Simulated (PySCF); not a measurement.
```csv
atom,x (Å),y (Å),z (Å)
C,2.2468,-0.0269,0.7144
C,0.8921,0.0887,0.1834
C,0.0833,1.2124,0.2620
C,-1.1917,0.9911,-0.3382
C,-2.0389,-0.1989,0.2442
C,-1.1629,-0.4305,-0.9085
C,0.2050,-0.9927,-0.5735
H,2.4158,-1.0063,1.1637
H,2.9739,0.0455,-0.1024
H,2.4754,0.7662,1.4226
H,0.3897,2.1568,0.6810
H,-1.7741,1.8173,-0.7163
H,-1.7497,-0.5589,1.2206
H,-3.1029,-0.0868,0.1017
H,-1.5874,-0.6074,-1.8862
H,0.7734,-1.2358,-1.4781
H,0.1453,-1.9218,-0.0003
```

Geometry: GFN2-xTB.

Level of theory: UKS B3LYP, pcH-1 on C H, non-relativistic, mean-field spin-orbit, GIAO (PySCF).

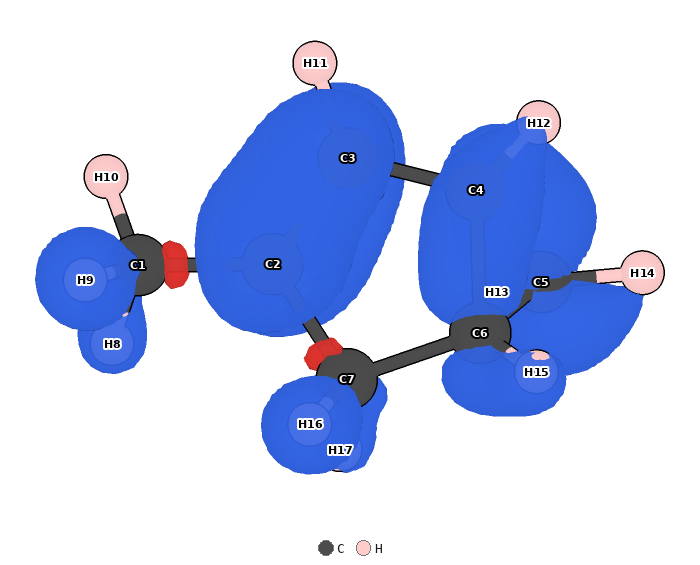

C7H10 (charge +1, doublet). Isosurfaces of the spin density at +0.015 (blue) and −0.015 e/Å³ (red), seen across its widest extent.

Which atoms carry the spin?

Answer. The unpaired spin (1 electron) lies mostly on C2 (about 0.3), C3 (about 0.2), C5 (about 0.1) and C4 (about 0.1), in electrons by Hirshfeld's partition.
